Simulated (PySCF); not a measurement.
## NMR shielding calculation, with input and output: C4H7NO2Si

- system: C4H7NO2Si
- method: GIAO PBE0/pcSseg-1 NMR shielding, non-relativistic, gas phase (PySCF 2.14.0)

The geometry comes from this level: GFN2-xTB, NEB image 0 of 0 to 8. It belongs to a series of runs on one base structure; here: NEB image 0 of 0 to 8. Figures and captions count atoms from 1; the log counts them from 0 in places.

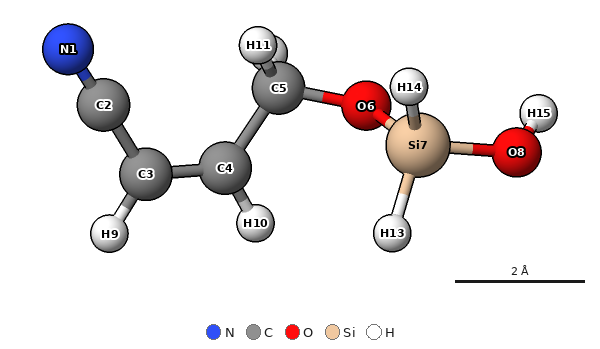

*The structure as given in the input (ball-and-stick view, seen at a tilt; atoms are numbered from 1 in the order of the input).*

Bond lengths as drawn: C–C 1.33 to 1.49 Å, C–H 1.08 to 1.10 Å, C–N 1.15 Å, C–O 1.39 Å, H–O 0.95 Å, H–Si 1.46 Å and O–Si 1.61 to 1.63 Å.

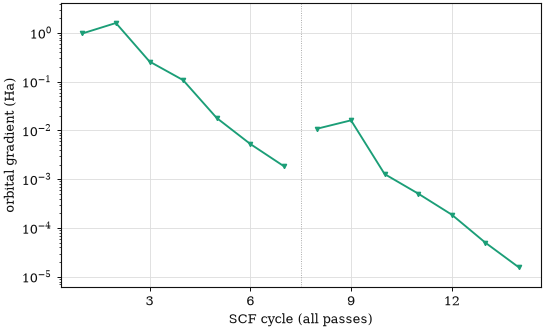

*Convergence of the self-consistent field: orbital gradient against the SCF cycle. The dotted line marks the change from a coarse to the final integration grid.*

The first 7 cycles use a coarse grid, the final grid takes over at cycle 8, and the field converges after 14 cycles in all.

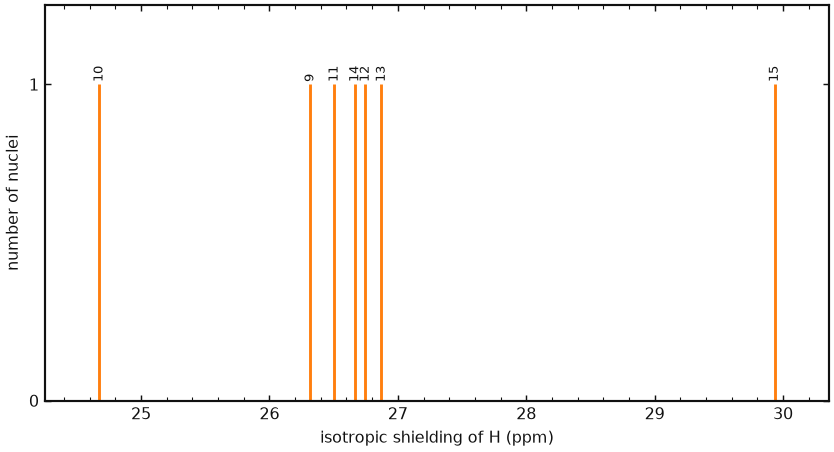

*Isotropic shieldings of the hydrogen nuclei in this fixed geometry, labelled by atom number; shielding grows to the right, so chemical shift grows to the left.*

The least shielded is H10 (24.7 ppm), the most shielded H15 (29.9 ppm).

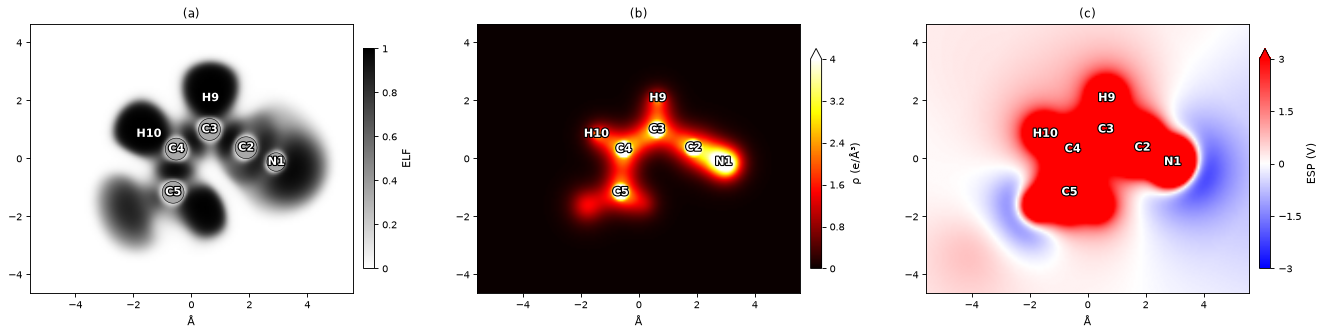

*(a) electron localisation function; (b) electron density; (c) molecular electrostatic potential on the plane of atoms C2, C3 and H9. Grey discs, where drawn, cover atomic cores.*

C–N (1.15 Å): ρ is about 3.5 e/Å³ halfway; the ELF peaks at about 0.85 between the atoms (a double or triple bond). C–C (1.33 Å): ρ is about 2.3 e/Å³ halfway; the ELF peaks at about 0.95 between the atoms (a multiple bond by its length, whose ELF region spreads away from the axis).

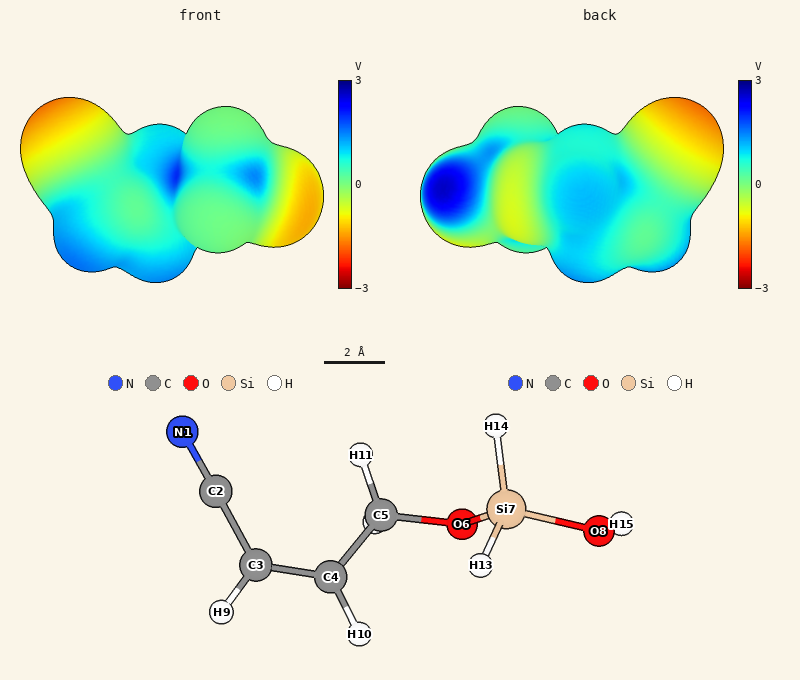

*The electrostatic potential painted on the density surface at 0.002 e/bohr³, seen at a tilt and from behind; red is negative and blue positive. The bare structure is drawn below in the same view.*

The input and output of the run follow.

### Input
```
{"job": {"kind": "nmr", "xc": "PBE0", "basis": "pcSseg-1", "pop": false}, "charge": 0, "multiplicity": 1}
N     -3.167200     2.043900    -0.670700
C     -2.772500     1.040100    -0.280700
C     -2.305300    -0.192600     0.215900
C     -1.128100    -0.714000    -0.126500
C     -0.164200    -0.084300    -1.079400
O      1.159600    -0.375000    -0.761000
Si     2.005500     0.153700     0.530900
O      3.456500    -0.534900     0.366500
H     -2.976800    -0.697900     0.897000
H     -0.805100    -1.658200     0.287600
H     -0.324800     1.000400    -1.120400
H     -0.343300    -0.492600    -2.084900
H      1.481700    -0.354400     1.792800
H      2.079400     1.613700     0.499400
H      3.800200    -0.739900    -0.499700
```

The first line tells a small driver script what to run in PySCF; the rest is the geometry in Å.

Launch command:
```bash
OMP_NUM_THREADS=1 python <driver script> task.json out
```

### Output
```
coarse grid: 13544 points
cycle   1  E = -650.5315057023  dE =  1.232e+00  |g| = 9.733e-01  |ddm| = 3.624e+00
cycle   2  E = -650.2185022609  dE =  3.130e-01  |g| = 1.595e+00  |ddm| = 2.034e+00
cycle   3  E = -650.6912334665  dE = -4.727e-01  |g| = 2.591e-01  |ddm| = 1.436e+00
cycle   4  E = -650.7035224540  dE = -1.229e-02  |g| = 1.077e-01  |ddm| = 2.277e-01
cycle   5  E = -650.7058836094  dE = -2.361e-03  |g| = 1.806e-02  |ddm| = 8.931e-02
cycle   6  E = -650.7059530703  dE = -6.946e-05  |g| = 5.292e-03  |ddm| = 1.814e-02
cycle   7  E = -650.7059582115  dE = -5.141e-06  |g| = 1.852e-03  |ddm| = 4.737e-03
final grid: 127776 points
cycle   8  E = -650.7721829800  dE = -2.251e-05  |g| = 1.091e-02  |ddm| = 2.677e-02
cycle   9  E = -650.7721584019  dE =  2.458e-05  |g| = 1.614e-02  |ddm| = 1.852e-02
cycle  10  E = -650.7722039753  dE = -4.557e-05  |g| = 1.278e-03  |ddm| = 1.154e-02
cycle  11  E = -650.7722042997  dE = -3.243e-07  |g| = 5.078e-04  |ddm| = 1.132e-03
cycle  12  E = -650.7722043480  dE = -4.839e-08  |g| = 1.878e-04  |ddm| = 4.710e-04
cycle  13  E = -650.7722043549  dE = -6.846e-09  |g| = 5.012e-05  |ddm| = 1.496e-04
cycle  14  E = -650.7722043554  dE = -4.709e-10  |g| = 1.557e-05  |ddm| = 4.266e-05
converged SCF energy = -650.7722043554

GIAO shielding tensors (ppm)
atom      isotropic    diamagn.    paramagn.     s11        s22        s33       span
  0 N      -64.779     340.078    -404.857   -215.375   -189.380    210.419    425.794
  1 C       67.342     260.549    -193.207    -46.646    -46.066    294.736    341.382
  2 C       82.376     254.245    -171.870    -19.546    103.509    163.164    182.710
  3 C       20.417     257.542    -237.124   -106.083     20.524    146.811    252.894
  4 C      120.705     245.118    -124.413     97.600    111.826    152.689     55.089
  5 O      294.357     397.892    -103.535    266.405    291.699    324.965     58.559
  6 Si     377.513     880.165    -502.652    351.362    371.872    409.304     57.942
  7 O      303.027     385.741     -82.714    259.273    302.372    347.438     88.166
  8 H       26.317      27.888      -1.571     23.026     26.650     29.276      6.251
  9 H       24.674      32.580      -7.906     20.902     24.826     28.295      7.393
 10 H       26.505      32.921      -6.416     22.024     25.416     32.075     10.051
 11 H       26.747      29.015      -2.267     21.707     27.245     31.290      9.584
 12 H       26.873      31.107      -4.235     23.177     25.859     31.581      8.404
 13 H       26.666      30.757      -4.091     23.166     25.110     31.722      8.557
 14 H       29.934      31.292      -1.358     21.726     25.704     42.372     20.646
```

### Summary

| quantity | value |
| --- | --- |
| outcome | converged |
| total energy | −650.772204 hartree |
| HOMO | −8.29 eV |
| LUMO | −1.78 eV |
| dipole moment | 2.93 D |
| isotropic shielding, N | −64.8 ppm |
| isotropic shielding, C | 20.4 to 120.7 ppm |
| isotropic shielding, O | 294.4 to 303.0 ppm |
| isotropic shielding, Si | 377.5 ppm |
| isotropic shielding, H | 24.7 to 29.9 ppm |
| hardware | 1 CPU thread, shared host |
| wall time | 29 s |
| peak memory | 0.81 GiB |
